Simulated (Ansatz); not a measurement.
**CH2BrClOSi (SMILES ClC1(Br)O[SiH2]1): density, localisation and related maps**

```yaml
atoms:
  - { symbol: Cl, position_ang: [-0.3825, -1.5818, 1.6549] }
  - { symbol: C, position_ang: [-0.1298, -0.7972, 0.1083] }
  - { symbol: Br, position_ang: [-0.7293, -1.9130, -1.3504] }
  - { symbol: O, position_ang: [1.1754, -0.3044, -0.0694] }
  - { symbol: Si, position_ang: [0.0940, 0.9909, -0.0861] }
  - { symbol: H, position_ang: [0.1453, 1.8857, 1.0850] }
  - { symbol: H, position_ang: [-0.1119, 1.6519, -1.3880] }
```

Geometry: PBE0-D4/def2-TZVP.

Level of theory: isolated molecule in a Gaussian basis; Hartree-Fock (Ansatz 0.2.0).

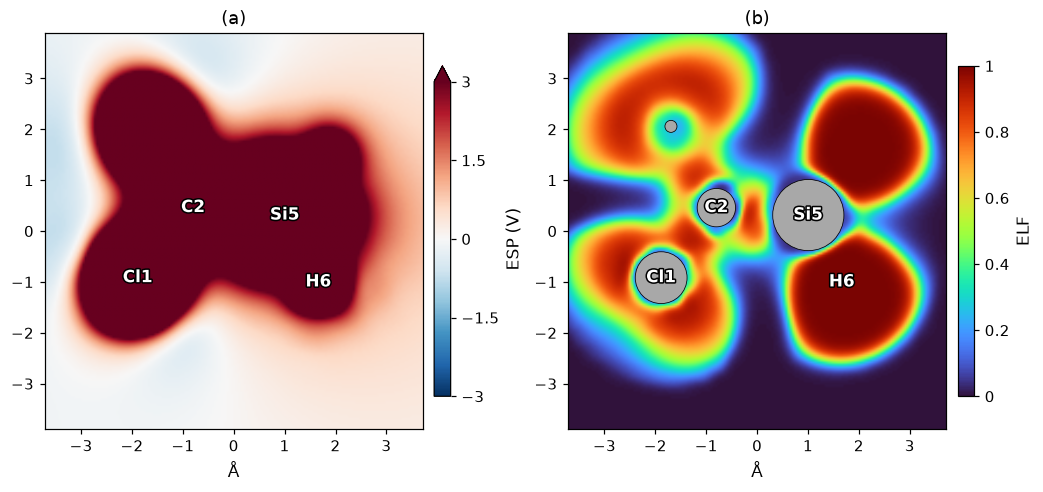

Figure 1. (a) electrostatic potential; (b) electron localisation function on the plane of atoms Cl1, C2 and Si5. Grey discs cover the atomic cores in the ELF map.

### Interpret the plot.

The plane passes through Cl, C, Si and H nuclei. C–Cl (1.75 Å): the ELF peaks at about 0.90 between the atoms: localised, covalent bonding. C–Si (1.81 Å): the ELF peaks at about 0.90 between the atoms (localised, covalent bonding). Si–H (1.47 Å): the ELF climbs to about 1 towards the hydrogen, as it does in any bond to H. The ELF also peaks beside Cl1 and Br3, away from the bonds: lone-pair regions. Outside the dense part of the molecule the potential is most negative (−0.7 V) near Br3, which lies off the plane.

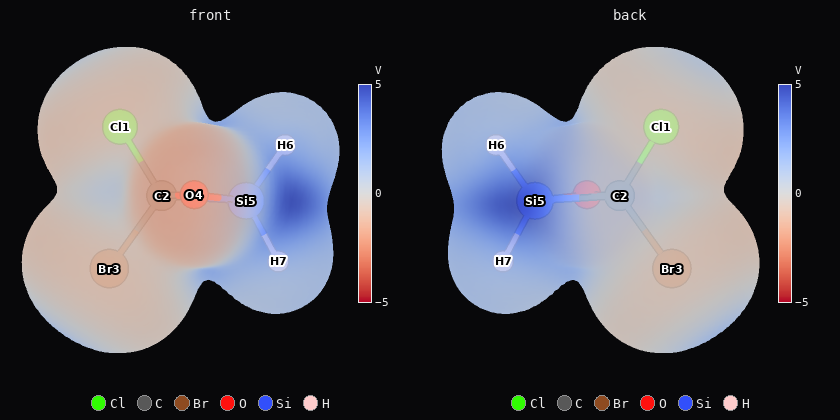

Figure 2. The electrostatic potential painted on the density surface at 0.004 e/bohr³, seen from the front and from behind; the colour scale runs from red (negative) to blue (positive).

### Which sites attract a positive test charge, and which a negative one?

A positive charge is drawn to the negative regions and a negative charge to the positive ones. The most negative region (about −1.8 V, or −42 kcal/mol for a unit charge) lies over O4, the most positive (about +4.6 V, or +106 kcal/mol for a unit charge) over Si5. Cl1 shows a σ-hole: about +0.7 V, or +16 kcal/mol for a unit charge at the tip opposite its bond, against about −0.5 V, or −12 kcal/mol for a unit charge on its flanks. Br3 shows a σ-hole: about +1.3 V, or +30 kcal/mol for a unit charge at the tip opposite its bond, against about −0.5 V, or −12 kcal/mol for a unit charge on its flanks. O4 is the likeliest acceptor of a hydrogen bond.

### What dipole moment does the calculation give?

Its dipole moment is 3.84 D.

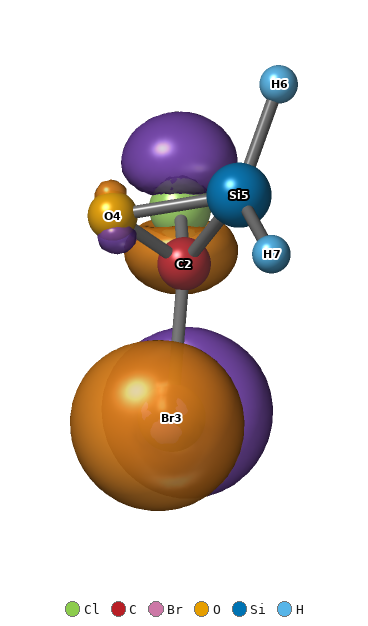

Figure 3. The HOMO−1 at ±0.15 Å⁻³ᐟ² (orange and purple are the two phases), seen at an oblique angle.

### Describe this orbital and give its energy.

Its weight (Hirshfeld) is mainly on Br3 (about 75 %) and Cl1 (about 20 %); largely a lone pair of Br3. Its energy is −11.17 eV.
